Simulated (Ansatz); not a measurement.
**LiCu3S3: relaxing a made-up structure**

This structure for LiCu3S3 is made up. Its elements were placed in a known structure type with a cell scaled to their sizes. What cell does the guess relax to, and how far off was it?

Program: Ansatz 0.2.0. Level of theory: DFT, PBE, plane-wave PAW, files of the set soft_1, scalar-relativistic, ferromagnetic start, cell and ions relaxed at zero pressure; PAW set soft_1, in the first sound run; inputs show where later runs differ. Results are calculated unless marked as measured.

## (1) The starting structure

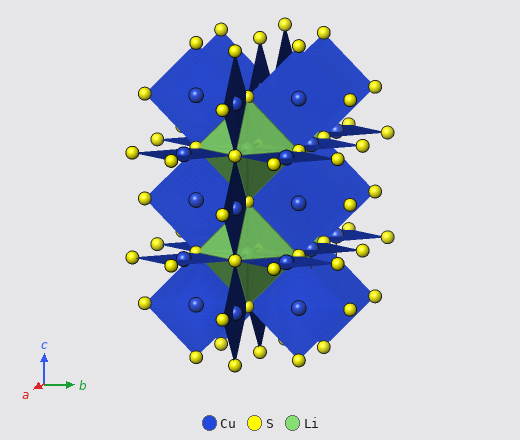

The cell as given, slightly off an axis (copper blue, sulfur yellow, lithium green). 2×1×2 cells are drawn. Some periodic images of atoms are drawn too.

## (2) Relaxing cell and atoms

The guessed cell has no reason to be at equilibrium. It is relaxed with the atoms, within the space group of the guess.

Input file input.yaml:

```yaml
crystal:
  lattice:
    - [4.855, 0.0, 0.0]
    - [0.0, 4.855, 0.0]
    - [0.0, 0.0, 4.855]
  atoms:
    - { symbol: Cu, position: [0.5, 0.0, 0.0], spin: 0.6 }
    - { symbol: Cu, position: [0.0, 0.0, 0.5], spin: 0.6 }
    - { symbol: Cu, position: [0.0, 0.5, 0.0], spin: 0.6 }
    - { symbol: S, position: [0.0, 0.5, 0.5] }
    - { symbol: S, position: [0.5, 0.5, 0.0] }
    - { symbol: S, position: [0.5, 0.0, 0.5] }
    - { symbol: Li, position: [0.5, 0.5, 0.5] }
magnetization:
  spin_polarized: true
kpoints:
  mp_grid: { grid: [6, 6, 6] }
scf:
  occupations: { method: fermi_dirac, width: 0.05 }
hamiltonian:
  xc: pbe
  pseudopotentials: { kind: paw, azcp: { folder: soft_1 } }
relax:
  f_tol: 0.015
  max_steps: 70
  cell: {}
output:
  forces: true
  stress: true
```

Started as:

```
$ ansatz run input.yaml --threads 4 --pin off --max-ram 10240MiB --backend cpu --events-out ev --progress --plain --runs-dir out
```

Numbers of over 12 decimals in the logs are rounded to 6 here.

What it wrote:

```text
Engine: ansatz 0.2.0, aarch64-unknown-linux-gnu
Pseudopotentials: kind: paw
Pseudopotential: Cu, paw, valence charge 19, recommended cutoff 420 eV (normal), soft_1/Cu.paw.azcp
Pseudopotential: S, paw, valence charge 6, recommended cutoff 420 eV (normal), soft_1/S.paw.azcp
Pseudopotential: Li, paw, valence charge 3, recommended cutoff 420 eV (normal), soft_1/Li.paw.azcp
Functional definition: PBE
  parameter kappa = 0.804
  parameter beta = 0.066725
  exchange = pbe_x(kappa = kappa, mu = beta*pi^2/3)
  correlation = pbe_c(beta = beta)
Crystal: 7 atoms, lattice volume = 114.437 Å³
Basis set: ecut = 420 eV, 2205 PW (Γ), exchange–correlation on 72×72×72 points (8 copies of the dense FFT grid, shifted against one another)
Bands: 48, of which v1, the nominal top of the filled ones, is band 39 counted from 1 (38 counted from 0)
Symmetry: 48 space group operations
Space group: Pm-3m (ITA 221), of the structure as read, at distance tolerance 4.9e-5 Å
Magnetic group: BNS 221.92 (UNI 1594), of the structure as read, at distance tolerance 4.9e-5 Å
k-points: 20 of 216
Non-local potential: Cu, projectors of the file, l = 0: 3, l = 1: 2, l = 2: 3, l = 3: 1
Non-local potential: S, projectors of the file, l = 0: 2, l = 1: 2, l = 2: 1
Non-local potential: Li, projectors of the file, l = 0: 3, l = 1: 2, l = 2: 1
PAW form: soft (Blöchl's): semilocal exchange-correlation on the pseudo side does not see the compensation charge
PAW one-centre angular grid: Cu, 590 points (default); XC on 64 Gauss nodes
PAW one-centre angular grid: S, 110 points (default); XC on 64 Gauss nodes
PAW one-centre angular grid: Li, 110 points (default); XC on 96 Gauss nodes
Initial density: superposition of atomic densities (chi_scale 0.1, normalization cell, long waves kept (reshape's long-wave potential 0.02 eV rms))
Starting moments: Σ|m| = 1.8 μB on 3 of 7 sites
Initial wavefunctions: pseudopotential atomic-orbital guess
Functional: x = pbe(κ = 0.804, μ = 0.219515), c = pbe(β = 0.066725)
SCF iter   1: F=—  HF=-22788.842481 eV  |F-HF|=—  |Δ(HF+E_count)|=         —  Δρ=5.92e-2 (↑5.92e-2 ↓2.25e-2)  dr2=4.96e0  dr2_m=1.28e0  M=0.500 μB ∫|m|=0.572 μB  β_m=0.30  ethr=3.10e-3  ⟨swp⟩=7.5  Hψ=7999  notcnv=0  defer=5
preconditioner: auto → Kerker (q_TF=auto, 2.559 Å⁻¹)  [metal: Δε(μ)=0.038 eV  Ē_g=8.308 eV  σ=0.050 eV  W_gap=0.18  n_scr=26 (ndim 8)  ℏωp=25.0 eV  f_vac=0.014  D(μ)=3.65/eV (n_scr^D=26)]
spin=Collinear: Kerker preconditioning applied to the charge; magnetization (m = ρ↑ − ρ↓) channel mixes plain (no charge-response kernel on spin).
SCF iter   2: F=—  HF=-22788.541441 eV  |F-HF|=—  |Δ(HF+E_count)|=   3.01e-1  Δρ=3.25e-2 (↑3.25e-2 ↓2.88e-2)  dr2=1.85e0  dr2_m=7.97e-1  M=0.478 μB ∫|m|=0.521 μB  β_m=0.30  ethr=3.10e-3  ⟨swp⟩=2.0  Hψ=2989  notcnv=0  defer=109
SCF iter   3: F=—  HF=-22788.323247 eV  |F-HF|=—  |Δ(HF+E_count)|=   2.18e-1  Δρ=2.84e-2 (↑2.84e-2 ↓1.65e-2)  dr2=1.25e0  dr2_m=4.48e-1  M=0.451 μB ∫|m|=0.488 μB  β_m=0.30  ethr=2.37e-3  ⟨swp⟩=2.0  Hψ=2027  notcnv=0  defer=110
SCF iter   4: F=—  HF=-22787.906927 eV  |F-HF|=—  |Δ(HF+E_count)|=   4.16e-1  Δρ=2.50e-2 (↑1.57e-2 ↓2.50e-2)  dr2=2.11e-1  dr2_m=3.89e-1  M=0.283 μB ∫|m|=0.330 μB  β_m=0.30  ethr=1.61e-3  ⟨swp⟩=3.1  Hψ=3620  notcnv=0  defer=116
SCF iter   5: F=—  HF=-22788.020890 eV  |F-HF|=—  |Δ(HF+E_count)|=   1.14e-1  Δρ=1.48e-2 (↑1.33e-2 ↓1.48e-2)  dr2=9.22e-2  dr2_m=2.01e-1  M=0.282 μB ∫|m|=0.314 μB  β_m=0.30  ethr=2.70e-4  ⟨swp⟩=2.9  Hψ=3489  notcnv=0  defer=118
SCF iter   6: F=—  HF=-22788.014406 eV  |F-HF|=—  |Δ(HF+E_count)|=   6.48e-3  Δρ=1.59e-2 (↑7.73e-3 ↓1.59e-2)  dr2=8.15e-2  dr2_m=1.42e-1  M=0.210 μB ∫|m|=0.243 μB  β_m=0.30  ethr=1.18e-4  ⟨swp⟩=2.4  Hψ=3146  notcnv=0  defer=118
SCF iter   7: F=—  HF=-22787.995661 eV  |F-HF|=—  |Δ(HF+E_count)|=   1.87e-2  Δρ=1.34e-2 (↑1.34e-2 ↓3.70e-3)  dr2=1.06e-1  dr2_m=6.91e-2  M=0.209 μB ∫|m|=0.234 μB  β_m=0.30  ethr=1.04e-4  ⟨swp⟩=2.1  Hψ=3279  notcnv=0  defer=120
SCF iter   8: F=—  HF=-22788.009230 eV  |F-HF|=—  |Δ(HF+E_count)|=   1.36e-2  Δρ=1.06e-2 (↑1.06e-2 ↓2.99e-3)  dr2=3.85e-2  dr2_m=4.66e-2  M=0.171 μB ∫|m|=0.194 μB  β_m=0.30  ethr=1.04e-4  ⟨swp⟩=2.8  Hψ=3109  notcnv=0  defer=120
SCF iter   9: F=—  HF=-22788.010358 eV  |F-HF|=—  |Δ(HF+E_count)|=   1.13e-3  Δρ=7.06e-3 (↑7.06e-3 ↓3.56e-3)  dr2=9.89e-3  dr2_m=2.94e-2  M=0.145 μB ∫|m|=0.165 μB  β_m=0.30  ethr=4.93e-5  ⟨swp⟩=1.0  Hψ=1800  notcnv=0  defer=120
Mixer restart at iter 9: flushing history
spin-set hold released at iteration 9 (site moments contracting): the magnetisation degrees of freedom join the quasi-Newton model from the next iteration; the mixer history was flushed
SCF iter  10: F=—  HF=-22788.011141 eV  |F-HF|=—  |Δ(HF+E_count)|=   7.83e-4  Δρ=4.88e-3 (↑4.88e-3 ↓3.62e-3)  dr2=1.60e-3  dr2_m=1.89e-2  M=0.123 μB ∫|m|=0.141 μB  β_m=0.65  ethr=1.27e-5  ⟨swp⟩=1.3  Hψ=1891  notcnv=0  defer=120
SCF iter  11: F=—  HF=-22788.019579 eV  |F-HF|=—  |Δ(HF+E_count)|=   8.44e-3  Δρ=4.03e-3 (↑4.03e-3 ↓2.30e-3)  dr2=2.78e-2  dr2_m=9.20e-4  M=0.052 μB ∫|m|=0.060 μB  β_m=0.49  ethr=2.05e-6  ⟨swp⟩=2.2  Hψ=3516  notcnv=0  defer=120
SCF iter  12: F=—  HF=-22788.013383 eV  |F-HF|=—  |Δ(HF+E_count)|=   6.20e-3  Δρ=9.72e-4 (↑3.86e-4 ↓9.72e-4)  dr2=9.59e-4  dr2_m=1.87e-4  M=0.037 μB ∫|m|=0.042 μB  β_m=0.75  ethr=2.05e-6  ⟨swp⟩=2.4  Hψ=3623  notcnv=0  defer=120
SCF iter  13: F=—  HF=-22788.013525 eV  |F-HF|=—  |Δ(HF+E_count)|=   1.42e-4  Δρ=3.34e-4 (↑1.65e-4 ↓3.34e-4)  dr2=5.15e-5  dr2_m=6.14e-5  M=0.017 μB ∫|m|=0.019 μB  β_m=0.87  ethr=1.23e-6  ⟨swp⟩=1.9  Hψ=2534  notcnv=0  defer=120
SCF iter  14: F=—  HF=-22788.013710 eV  |F-HF|=—  |Δ(HF+E_count)|=   1.86e-4  Δρ=8.51e-5 (↑8.51e-5 ↓5.54e-5)  dr2=7.89e-6  dr2_m=2.61e-6  M=0.005 μB ∫|m|=0.006 μB  β_m=0.94  ethr=6.60e-8  ⟨swp⟩=2.0  Hψ=2720  notcnv=0  defer=120
SCF iter  15: F=—  HF=-22788.013716 eV  |F-HF|=—  |Δ(HF+E_count)|=   5.27e-6  Δρ=3.44e-5 (↑3.04e-5 ↓3.44e-5)  dr2=1.08e-6  dr2_m=9.63e-7  M=0.003 μB ∫|m|=0.004 μB  β_m=0.97  ethr=1.01e-8  ⟨swp⟩=2.3  Hψ=3009  notcnv=0  defer=120
SCF iter  16: F=—  HF=-22788.013717 eV  |F-HF|=—  |Δ(HF+E_count)|=   1.71e-6  Δρ=6.52e-6 (↑6.52e-6 ↓6.44e-6)  dr2=2.66e-7  dr2_m=1.91e-8  M=0.001 μB ∫|m|=0.001 μB  β_m=0.98  ethr=1.38e-9  ⟨swp⟩=2.0  Hψ=2840  notcnv=0  defer=120
SCF iter  17: F=—  HF=-22788.013717 eV  |F-HF|=—  |Δ(HF+E_count)|=   7.06e-8  Δρ=3.56e-6 (↑2.12e-6 ↓3.56e-6)  dr2=5.00e-8  dr2_m=4.05e-9  M=-0.000 μB ∫|m|=0.000 μB  β_m=0.99  ethr=1.28e-10  ⟨swp⟩=4.4  Hψ=6166  notcnv=0
[...]
the starting moments were not kept: the SCF closed with an absolute magnetisation of 1.1e-5 μB, where they sum to 1.8 μB in size (3 sites). That is at most 0.1 of that sum. Measured as dr2_m measures the in/out step, that magnetisation stands 1.9e-11 eV from none, at or under the dr2_threshold of 7.0e-7 eV: it is no larger than a step whose dr2_m would equal this threshold.
SCF 3 converged in 9 iterations: F = -22788.072042 eV  dr2 = 1.29e-8
  greatest PAW one-centre occupation: 1.000 electrons in one spin orbital (limit 2), on the Li atom at site 6 (counted from 0), in its partial waves of l = 0
relax step   3: F+E_penalty+E_count = -22788.07204209 eV  Δ(F+E_penalty+E_count) = -1.060e-2 eV  max|allowed force component| = 1.734e-29 eV/Å  Δτ_max = 0.0000 Å  P = +0.146 GPa  Ω = 108.938 Å³  energy of the carried Pulay correction = +2.153e-3 eV  (9 SCF iters, dr2 threshold 7.00e-7 eV, accepted)
[...]
relax step   4: F+E_penalty+E_count = -22788.07205410 eV  Δ(F+E_penalty+E_count) = -1.200e-5 eV  max|allowed force component| = 1.435e-29 eV/Å  Δτ_max = 0.0000 Å  P = +0.002 GPa  Ω = 109.142 Å³  energy of the carried Pulay correction = +2.071e-3 eV  (7 SCF iters, dr2 threshold 5.33e-8 eV, accepted)
Basis set: ecut = 420 eV, 2103 PW (Γ), exchange–correlation on 64×64×64 points (8 copies of the dense FFT grid, shifted against one another)
Initial wavefunctions: pseudopotential atomic-orbital guess (no wavefunctions were taken with the density)
iter 1 solved again at ethr=3.95e-7 eV; its pass at ethr=3.10e-3 eV (dr2=3.08e-4 eV) is discarded
SCF iter   1: F=—  HF=-22788.069832 eV  |F-HF|=—  |Δ(HF+E_count)|=         —  Δρ=3.75e-5 (↑3.75e-5 ↓3.73e-5)  dr2=2.17e-6  dr2_m=4.39e-11  M=0.000 μB ∫|m|=0.000 μB  β_m=0.30  ethr=3.95e-7  ⟨swp⟩=3.9  Hψ=13508  notcnv=0
preconditioner: auto → Kerker (q_TF=auto, 2.580 Å⁻¹)  [metal: Δε(μ)=0.086 eV  Ē_g=8.817 eV  σ=0.050 eV  W_gap=0.38  n_scr=26 (ndim 8)  ℏωp=25.6 eV  f_vac=0.021  D(μ)=4.73/eV (n_scr^D=32)]
spin=Collinear: Kerker preconditioning applied to the charge; magnetization (m = ρ↑ − ρ↓) channel mixes plain (no charge-response kernel on spin).
SCF iter   2: F=—  HF=-22788.069832 eV  |F-HF|=—  |Δ(HF+E_count)|=   1.59e-7  Δρ=1.20e-4 (↑1.20e-4 ↓1.20e-4)  dr2=3.64e-5  dr2_m=2.22e-11  M=0.000 μB ∫|m|=0.000 μB  β_m=0.53  ethr=2.78e-9  ⟨swp⟩=3.0  Hψ=4008  notcnv=0
SCF iter   3: F=—  HF=-22788.069834 eV  |F-HF|=—  |Δ(HF+E_count)|=   1.87e-6  Δρ=2.49e-5 (↑2.49e-5 ↓2.48e-5)  dr2=1.82e-6  dr2_m=4.92e-12  M=-0.000 μB ∫|m|=0.000 μB  β_m=0.77  ethr=2.78e-9  ⟨swp⟩=2.0  Hψ=3478  notcnv=0
SCF iter   4: F=—  HF=-22788.069831 eV  |F-HF|=—  |Δ(HF+E_count)|=   3.32e-6  Δρ=1.41e-5 (↑1.41e-5 ↓1.41e-5)  dr2=3.31e-7  dr2_m=4.95e-14  M=-0.000 μB ∫|m|=0.000 μB  β_m=0.88  ethr=2.33e-9  ⟨swp⟩=2.0  Hψ=3462  notcnv=0
SCF iter   5: F=—  HF=-22788.069831 eV  |F-HF|=—  |Δ(HF+E_count)|=   5.57e-7  Δρ=2.45e-6 (↑2.45e-6 ↓2.45e-6)  dr2=1.42e-8  dr2_m=1.16e-14  M=-0.000 μB ∫|m|=0.000 μB  β_m=0.94  ethr=4.24e-10  ⟨swp⟩=2.0  Hψ=2826  notcnv=0
SCF iter   6: F=—  HF=-22788.069831 eV  |F-HF|=—  |Δ(HF+E_count)|=   1.71e-8  Δρ=3.84e-7 (↑3.84e-7 ↓3.84e-7)  dr2=1.83e-9  dr2_m=1.03e-15  M=-0.000 μB ∫|m|=0.000 μB  β_m=0.97  ethr=1.82e-11  ⟨swp⟩=2.0  Hψ=2844  notcnv=0
SCF iter   7: F=—  HF=-22788.069831 eV  |F-HF|=—  |Δ(HF+E_count)|=   1.22e-9  Δρ=1.42e-7 (↑1.42e-7 ↓1.42e-7)  dr2=2.32e-10  dr2_m=2.27e-16  M=-0.000 μB ∫|m|=0.000 μB  β_m=0.99  ethr=2.34e-12  ⟨swp⟩=2.0  Hψ=2743  notcnv=0
SCF iter   8: F=-22788.069831 eV  HF=-22788.069831 eV  |F-HF|=7.28e-12  |Δ(HF+E_count)|=  1.46e-11  Δρ=5.01e-8 (↑5.01e-8 ↓5.01e-8)  dr2=2.09e-11  dr2_m=1.72e-17  M=0.000 μB ∫|m|=0.000 μB  ethr=1.00e-12  ⟨swp⟩=4.0  Hψ=6153  notcnv=0
the starting moments were not kept: the SCF closed with an absolute magnetisation of 5.0e-9 μB, where they sum to 1.8 μB in size (3 sites). That is at most 0.1 of that sum. Measured as dr2_m measures the in/out step, that magnetisation stands 2.3e-18 eV from none, at or under the dr2_threshold of 7.0e-11 eV: it is no larger than a step whose dr2_m would equal this threshold.
SCF 5 converged in 8 iterations: F = -22788.069831 eV  dr2 = 2.09e-11
relax step   5: F+E_penalty+E_count = -22788.06983138 eV  Δ(F+E_penalty+E_count) = +2.223e-3 eV  max|allowed force component| = 2.499e-29 eV/Å  Δτ_max = 0.0000 Å  P = +0.008 GPa  Ω = 109.142 Å³  stress off target by 8.14e-3 GPa  SCF on the basis re-selected at this cell (its energy is not comparable with the rows above)  (8 SCF iters)
basis re-selected at this cell: Δ(F+E_penalty+E_count) = +2.223e-3 eV, ΔP = +0.007 GPa vs the last step (what re-selecting the basis moved, of the pressure what is left beyond the Pulay correction that the steps carried, after the strain that the cell walked since its last selection, with what the two solves' SCF thresholds leave and, on support functions, any second-order correction that the steps lacked; it is no measure of the basis error at this ecutwfc). The dense FFT grid was sized anew with the basis: this SCF ran on 32×32×32 points, the steps before it on 36×36×36, so part of this shift can come from that change (see relax.cell in the input reference). [rest of the remark cut]
SCF converged after 8 iterations
Magnetization: 0.0000 μB (39.0000 up, 39.0000 down)
Absolute magnetization: 0.0000 μB (∫|ρ↑−ρ↓|, with the PAW one-centre terms)
Spin contamination: 0.0000 ħ² per cell (⟨S²⟩ above its minimum at these occupations)
Per-site moments (μB) at R_I (Å): [(2.6640211244834576e-10, 0.985654), (2.664020236599773e-10, 0.985654), (2.664023923831196e-10, 0.985654), (4.2808649338784336e-10, 0.985654), (4.2808647930664553e-10, 0.985654), (4.280863376136167e-10, 0.985654), (1.5735668501187676e-11, 0.985654)]
Free energy (F): -22788.069831 eV
Harris-Foulkes:  -22788.069831 eV  (|F-HF|=7.28e-12)
Internal energy: -22788.031051 eV  (E = F + TS)
E sigma→0 (E₀):  -22788.050441 eV
Entropy (-TS):   -0.038780 eV (-5.540 meV/atom)
Fermi energy:    8.484222 eV
--- Per-component energies (eV) ---
  E_band       = -1542.148680
  E_kinetic    = 1112.677859
  E_local      = -18039.440981  (includes V_loc(G=0)·N_el)
  E_nonlocal   = 2769.580773
  E_hartree    = 7710.543400
  E_xc         = -478.937606
  E_vxc        = -522.006642  (∫ρ·V_xc dr)
  E_paw        = -7302.591297  (= ΣΔE_a)
  E_vpaw       = -2284.049622  (= ΣTr[D̂ρ^β])
  E_aug_tail   = 0.003279  (compensation charges beyond the density's cutoff)
  E_ewald      = -8559.866477
  E_smearing   = -0.038780  (= −TS)
  E_closure    = -0.000000  (closes the sum)
  Σ components = -22788.069831   (vs F -22788.069831, Δ=0.00e0)
--- Forces (eV/Å), atoms counted from 1 ---
  atom   1  Cu     0.00000000    -0.00000000    -0.00000000
  atom   2  Cu     0.00000000    -0.00000000    -0.00000000
  atom   3  Cu     0.00000000     0.00000000    -0.00000000
  atom   4  S      0.00000000     0.00000000    -0.00000000
  atom   5  S     -0.00000000     0.00000000     0.00000000
  atom   6  S      0.00000000     0.00000000    -0.00000000
  atom   7  Li     0.00000000     0.00000000     0.00000000
  max |Σ_I F_I| component: 3.12e-29 eV/Å
--- Stress (GPa, compression-positive) ---
        0.008145       0.000000       0.000000
        0.000000       0.008145      -0.000000
        0.000000      -0.000000       0.008145
  P = ⅓ Tr σ = 0.0081 GPa (0.081 kbar)
--- Relaxed structure (4 steps of the walk, 4 accepted, 1 SCFs on fresh bases) ---
  F+E_penalty+E_count = -22788.06983138 eV   max|allowed force component| = 2.499e-29 eV/Å   (the final SCF, on the basis selected at the relaxed cell)
  cell:  # Å, volume = 109.1419 Å³
    - [4.778928, 0, 0]
    - [0, 4.778928, 0.0]
    - [0, 0.0, 4.778928]
  atoms:
    - { symbol: Cu, position: [0.5, 0, 0] }
    - { symbol: Cu, position: [0, 0, 0.5] }
    - { symbol: Cu, position: [0, 0.5, 0] }
    - { symbol: S, position: [0, 0.5, 0.5] }
    - { symbol: S, position: [0.5, 0.5, 0] }
    - { symbol: S, position: [0.5, 0, 0.5] }
    - { symbol: Li, position: [0.5, 0.5, 0.5] }
```

The job ended after 17 s (4 threads of Arm Neoverse V2, shared host; peak memory 0.52 GiB).

The steps of the relaxation:

| step | energy less that of the first step (eV) | largest force component (eV/Å) | pressure (GPa) | volume (Å³) |
| --- | --- | --- | --- | --- |
| 1 | 0.0000 | 0.0000 | -3.25 | 114.44 |
| 2 | -0.0477 | 0.0000 | -1.43 | 111.29 |
| 3 | -0.0583 | 0.0000 | 0.15 | 108.94 |
| 4 | -0.0583 | 0.0000 | 0.00 | 109.14 |
| 5* | -0.0561 | 0.0000 | 0.01 | 109.14 |

Relaxation steps marked * repeat the geometry before them on a plane-wave basis chosen anew for their cell, so energy and pressure can jump there.

The run keeps the 48 symmetry operations that it works with, so distortions that break them were not tested.

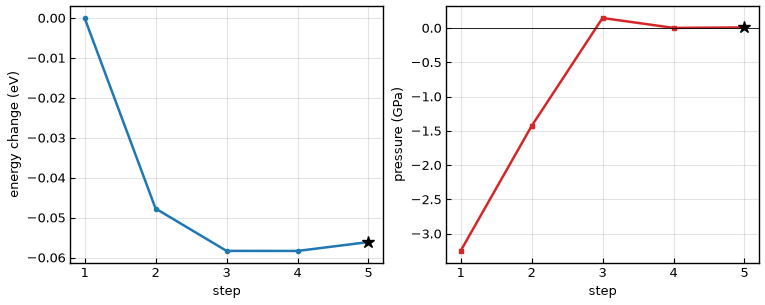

Energy and pressure along the relaxation. Stars mark steps on a basis chosen anew.

| conventional cell, symmetrised | before | after | change |
| --- | --- | --- | --- |
| a (Å) | 4.855 | 4.779 | -1.6 % |
| b (Å) | 4.855 | 4.779 | -1.6 % |
| c (Å) | 4.855 | 4.779 | -1.6 % |
| volume (Å³/atom) | 16.35 | 15.59 | -4.6 % |

This step gave:

```yaml
free_energy: -22788.0698 eV
energy_at_zero_smearing: -22788.0504 eV
smearing_term_ts: 0.03878 eV
fermi_energy: 8.484 eV
electrons: 78
symmetry_operations: 48
pressure: 0.008145 GPa
```

Shortest distances by pair of elements, guess and relaxed (not always the same contact):

| pair | guess (Å) | relaxed (Å) |
| --- | --- | --- |
| Cu–S | 2.428 | 2.389 |
| Li–S | 2.428 | 2.389 |
| Cu–Li | 3.433 | 3.379 |
| Cu–Cu | 3.433 | 3.379 |
| S–S | 3.433 | 3.379 |

The relaxation ends with a pressure of 0.01 GPa. No moment survives the cycle: this start ends non-magnetic.

[end of part 1 of 2]

[Logs are printed without paths, hosts, clocks, repeated set-up lines and the standing remarks that a program may print on its own settings, such as how far it seeks lower states.]

[Hosts, paths, dates, database ids (printed as entryN), source tags and the programs' standing remarks are cut or masked in the printed files.]
